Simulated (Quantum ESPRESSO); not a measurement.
# CuF2: parallel and opposed starts

A self-consistent run ends on one state, which hangs on the start. Several orders of CuF2 are started in Quantum ESPRESSO and their energies compared.

Program: Quantum ESPRESSO 7.5. Level of theory: LDA; plane waves with GBRV 1.5 LDA potentials, no spin-orbit coupling. Results are calculated unless marked as measured.

### Step 1. The structure

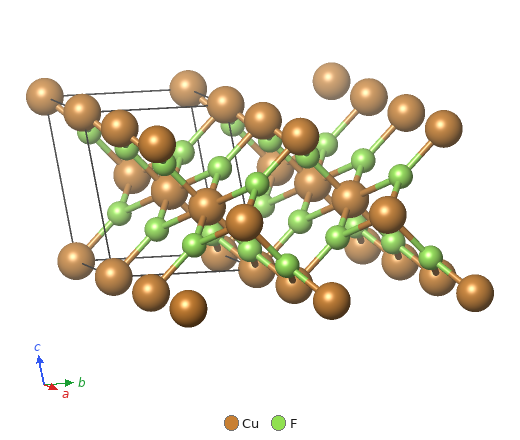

The cell as given, slightly off an axis (copper orange, fluorine green). 3×2×1 cells are drawn. Bonds to atoms that aren't drawn are left out. Some periodic images of atoms are drawn too.

The cell comes from the Crystallography Open Database.

### Step 2. Start 1: ferro ++

The signs are those of the starting moments on the seeded atoms, the atoms that are given a moment.

pw.in reads:

```
&CONTROL
  calculation = 'scf'
  prefix = 'pwscf'
  outdir = './tmp'
  pseudo_dir = './pseudo'
  disk_io = 'nowf'
/
&SYSTEM
  ibrav = 0
  celldm(1) = 8
  nat = 6
  ntyp = 2
  ecutwfc = 40
  ecutrho = 280
  nbnd = 45
  occupations = 'smearing'
  smearing = 'fd'
  degauss = 0.00367493
  nspin = 2
  starting_magnetization(1) = 0.0526
  starting_magnetization(2) = 0
/
&ELECTRONS
  conv_thr = 1.2d-08
  electron_maxstep = 150
  mixing_beta = 0.3
/
ATOMIC_SPECIES
Cu     63.5460 cu_lda_v1.2.uspp.F.UPF
F      18.9984 f_lda_v1.4.uspp.F.UPF
CELL_PARAMETERS alat
   0.7842363417197    0.0000000000000    0.0000000000000
   0.0000000000000    1.0724195757251    0.0000000000000
  -0.6583022279400    0.0000000000000    1.0768918614287
ATOMIC_POSITIONS crystal
Cu      0.0000000000    0.0000000000    0.0000000000
Cu      0.0000000000    0.5000000000    0.5000000000
F       0.2560000000    0.3000000000    0.3000000000
F       0.7440000000    0.8000000000    0.2000000000
F       0.7440000000    0.7000000000    0.7000000000
F       0.2560000000    0.2000000000    0.8000000000
K_POINTS automatic
8 4 4 0 0 0
```

The run is started by

```sh
$ OMP_NUM_THREADS=1 mpirun -n 4 pw.x -nk 4 -in pw.in > pw.out
```

The program printed:

```text
Program PWSCF v.7.5 starts

     Message from routine setup:
     using ibrav=0 with symmetry is DISCOURAGED, use correct ibrav instead

     K-points division:     npool     =       4
     Subspace diagonalization in iterative solution of the eigenvalue problem:

     G-vector sticks info
     --------------------
     sticks:   dense  smooth     PW     G-vecs:    dense   smooth      PW
     Sum        1201     691    225                36723    15901    2969

     Using Slab Decomposition

     bravais-lattice index     =            0
     lattice parameter (alat)  =       8.0000  a.u.
     unit-cell volume          =     463.7178 (a.u.)^3
     number of atoms/cell      =            6
     number of atomic types    =            2
     number of electrons       =        66.00
     number of Kohn-Sham states=           45
     kinetic-energy cutoff     =      40.0000  Ry
     charge density cutoff     =     280.0000  Ry
     scf convergence threshold =      1.2E-08
     mixing beta               =       0.3000
     number of iterations used =            8  plain     mixing
     Exchange-correlation=  SLA  PZ   NOGX NOGC
                           (   1   1   0   0   0   0   0)

     celldm(1)=   8.000000  celldm(2)=   0.000000  celldm(3)=   0.000000
     celldm(4)=   0.000000  celldm(5)=   0.000000  celldm(6)=   0.000000

     crystal axes: (cart. coord. in units of alat)
               a(1) = (   0.784236   0.000000   0.000000 )
               a(2) = (   0.000000   1.072420   0.000000 )
               a(3) = (  -0.658302   0.000000   1.076892 )

     reciprocal axes: (cart. coord. in units 2 pi/alat)
               b(1) = (  1.275126 -0.000000  0.779482 )
               b(2) = (  0.000000  0.932471 -0.000000 )
               b(3) = (  0.000000  0.000000  0.928598 )

     PseudoPot. # 1 for Cu read from file:
     cu_lda_v1.2.uspp.F.UPF
     Pseudo is Ultrasoft + core correction, Zval = 19.0
     Generated by new atomic code, or converted to UPF format
     Using radial grid of  867 points,  6 beta functions with:
                l(1) =   0
                l(2) =   0
                l(3) =   1
                l(4) =   1
                l(5) =   2
                l(6) =   2
     Q(r) pseudized with  8 coefficients,  rinner =    1.150   1.150   1.150
                                                       1.150   1.150

     PseudoPot. # 2 for F  read from file:
     f_lda_v1.4.uspp.F.UPF
     Pseudo is Ultrasoft, Zval =  7.0
     Generated by new atomic code, or converted to UPF format
     Using radial grid of  799 points,  4 beta functions with:
                l(1) =   0
                l(2) =   0
                l(3) =   1
                l(4) =   1
     Q(r) pseudized with  8 coefficients,  rinner =    0.950   0.950   0.950

     atomic species   valence    mass     pseudopotential
     Cu               19.00    63.54600     Cu( 1.00)
     F                 7.00    18.99840     F ( 1.00)

     Starting magnetic structure
     atomic species   magnetization
     Cu              0.053
     F               0.000

      4 Sym. Ops., with inversion, found ( 2 have fractional translation)

   Cartesian axes

     site n.     atom                  positions (alat units)
         1        Cu     tau(   1) = (   0.0000000   0.0000000   0.0000000  )
         2        Cu     tau(   2) = (  -0.3291511   0.5362098   0.5384459  )
         3        F      tau(   3) = (   0.0032738   0.3217259   0.3230676  )
         4        F      tau(   4) = (   0.4518114   0.8579357   0.2153784  )
         5        F      tau(   5) = (   0.1226603   0.7506937   0.7538243  )
         6        F      tau(   6) = (  -0.3258773   0.2144839   0.8615135  )

     number of k points=    54  Fermi-Dirac smearing, width (Ry)=  0.0037
                       cart. coord. in units 2pi/alat
        k(    1) = (   0.0000000   0.0000000   0.0000000), wk =   0.0078125
        k(    2) = (   0.0000000   0.0000000   0.2321496), wk =   0.0156250
        k(    3) = (   0.0000000   0.0000000  -0.4642992), wk =   0.0078125
        k(    4) = (   0.0000000   0.2331177   0.0000000), wk =   0.0156250
        k(    5) = (   0.0000000   0.2331177   0.2321496), wk =   0.0312500
        [... 49 further k-points ...]

     Dense  grid:    36723 G-vectors     FFT dimensions: (  36,  48,  54)

     Smooth grid:    15901 G-vectors     FFT dimensions: (  25,  36,  48)

     Generating pointlists ...
     new r_m :   0.1858 (alat units)  1.4865 (a.u.) for type    1
     new r_m :   0.1858 (alat units)  1.4865 (a.u.) for type    2

     Initial potential from superposition of free atoms

     starting charge      64.0000, renormalised to      66.0000
     Starting wfcs are   42 randomized atomic wfcs +    3 random wfcs

     Self-consistent Calculation

     iteration #  1     ecut=    40.00 Ry     beta= 0.30
     Davidson diagonalization with overlap
     ethr =  1.00E-02,  avg # of iterations =  5.4

     total energy              =   -1001.13813025 Ry
     estimated scf accuracy    <       0.84703301 Ry

     total magnetization       =     1.57 Bohr mag/cell
     absolute magnetization    =     1.62 Bohr mag/cell

     iteration #  2     ecut=    40.00 Ry     beta= 0.30
     Davidson diagonalization with overlap
     ethr =  1.28E-03,  avg # of iterations =  2.0

     total energy              =   -1001.30836180 Ry
     estimated scf accuracy    <       0.12262472 Ry

     total magnetization       =     1.17 Bohr mag/cell
     absolute magnetization    =     1.21 Bohr mag/cell

     iteration #  3     ecut=    40.00 Ry     beta= 0.30
     Davidson diagonalization with overlap
     ethr =  1.86E-04,  avg # of iterations =  1.1

     total energy              =   -1001.31956698 Ry
     estimated scf accuracy    <       0.02272881 Ry

     total magnetization       =     1.35 Bohr mag/cell
     absolute magnetization    =     1.39 Bohr mag/cell

     [... further iterations left out ...]

     iteration # 13     ecut=    40.00 Ry     beta= 0.30
     Davidson diagonalization with overlap
     ethr =  1.75E-09,  avg # of iterations =  1.5

     total energy              =   -1001.32013025 Ry
     estimated scf accuracy    <       0.00000038 Ry

     total magnetization       =     1.04 Bohr mag/cell
     absolute magnetization    =     1.08 Bohr mag/cell

     iteration # 14     ecut=    40.00 Ry     beta= 0.30
     Davidson diagonalization with overlap
     ethr =  5.78E-10,  avg # of iterations =  3.7

     total energy              =   -1001.32014083 Ry
     estimated scf accuracy    <       0.00000016 Ry

     total magnetization       =     1.00 Bohr mag/cell
     absolute magnetization    =     1.04 Bohr mag/cell

     iteration # 15     ecut=    40.00 Ry     beta= 0.30
     Davidson diagonalization with overlap
     ethr =  2.47E-10,  avg # of iterations =  3.3

     total energy              =   -1001.32014269 Ry
     estimated scf accuracy    <       0.00000005 Ry

     total magnetization       =     1.02 Bohr mag/cell
     absolute magnetization    =     1.06 Bohr mag/cell

     iteration # 16     ecut=    40.00 Ry     beta= 0.30
     Davidson diagonalization with overlap
     ethr =  7.87E-11,  avg # of iterations =  3.6

     Magnetic moment per site  (integrated on atomic sphere of radius R)
     atom   1 (R=0.186)  charge= 16.2821  magn=  0.3684
     atom   2 (R=0.186)  charge= 16.2821  magn=  0.3684
     atom   3 (R=0.186)  charge=  6.2781  magn=  0.0662
     atom   4 (R=0.186)  charge=  6.2781  magn=  0.0662
     atom   5 (R=0.186)  charge=  6.2781  magn=  0.0662
     atom   6 (R=0.186)  charge=  6.2781  magn=  0.0662

     End of self-consistent calculation

     Number of k-points >= 100: set verbosity='high' to print the bands.

     the Fermi energy is     5.6378 ev

!    total energy              =   -1001.32014384 Ry
     estimated scf accuracy    <          3.0E-09 Ry
     smearing contrib. (-TS)   =      -0.00238080 Ry
     internal energy E=F+TS    =   -1001.31776305 Ry

     The total energy is F=E-TS. E is the sum of the following terms:
     one-electron contribution =    -791.89440436 Ry
     hartree contribution      =     424.95284909 Ry
     xc contribution           =    -112.76782765 Ry
     ewald contribution        =    -521.60838012 Ry

     total magnetization       =     1.01 Bohr mag/cell
     absolute magnetization    =     1.05 Bohr mag/cell

     convergence has been achieved in  16 iterations

=------------------------------------------------------------------------------=
   JOB DONE.
=------------------------------------------------------------------------------=
```

Wall time 59 s (4 MPI ranks of Arm Neoverse V2, shared host); peak memory 0.53 GiB; 3.9 min of CPU time.

Spin moment in the atom's sphere by atom:

```csv
atom,spin moment in the atom's sphere (μB)
Cu1,0.368
Cu2,0.368
F3,0.066
F4,0.066
F5,0.066
F6,0.066
```

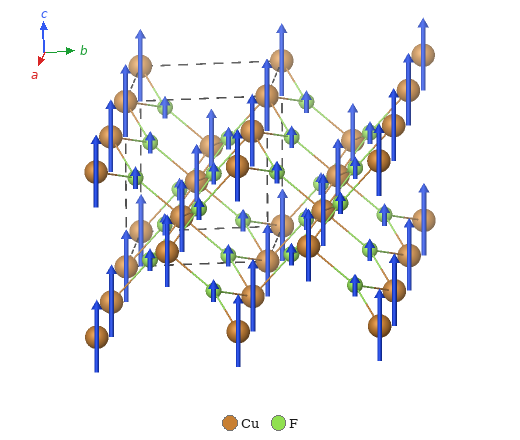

Spin moment in the atom's sphere as arrows, the longest 0.368 μB. Up and down stand for the sign. Arrows give size and sign along the axis of quantisation, drawn up and down the page. Each arrow also spans its atom, so small moments look longer than they are. Bonds to atoms that aren't drawn are left out. 3×2×1 cells are drawn. Some periodic images of atoms are drawn too.

Numbers from this step:

```yaml
smearing_term_ts: 0.03239 eV
magnetization: 1.007 μB
absolute_magnetization: 1.047 μB
final_state: ferromagnetic
```

(Continued in part 2 of 2.)

[Logs and program files are shortened in this print: banners, set-up blocks, solver, clock and traceback lines can be left out without a mark of their own.]

[Logs are printed without paths, hosts, clocks, repeated set-up lines and the standing remarks that a program may print on its own settings, such as how far it seeks lower states.]

[Hosts, paths, dates, database ids (printed as entryN), source tags and the programs' standing remarks are cut or masked in the printed files.]

[Where a cell is said to come from a database of computed structures, the database is the Materials Project.]
